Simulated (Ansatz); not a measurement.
BaTiO3: carrier doping

Base system: BaTiO3 (space group P4mm, No. 99; a = 3.973 Å, c = 4.112 Å).

Carriers are added at fixed cell with a uniform background; the Fermi–Dirac width is that of 300 K.

Computed with DFT with r2SCAN, PAW potentials and a 500 eV plane-wave cutoff in Ansatz (a first-principles code), without spin-orbit coupling, earlier PAW set.

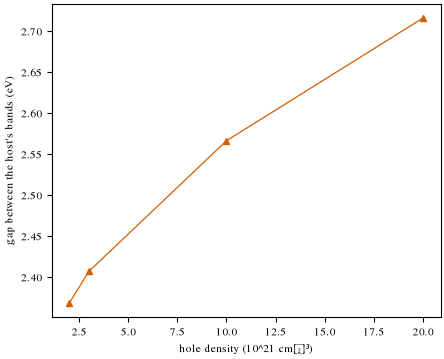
Fig. 1. Gap between the host's bands against hole density

Task: From the plot, what is the gap between the host's bands for holes 1.0×10^22 cm⁻³?

Result: About 2.57 eV.

Task: Is the trend monotonic over the range shown?

Result: Yes, it rises throughout, spanning 2.37 eV to 2.72 eV.

Charged cell with a jellium background: band edges are those of the host's band count, energies are not comparable with the neutral cell, and many-body gap narrowing is missing. Stability against distortions was not tested. The final runs are not spin-polarised.
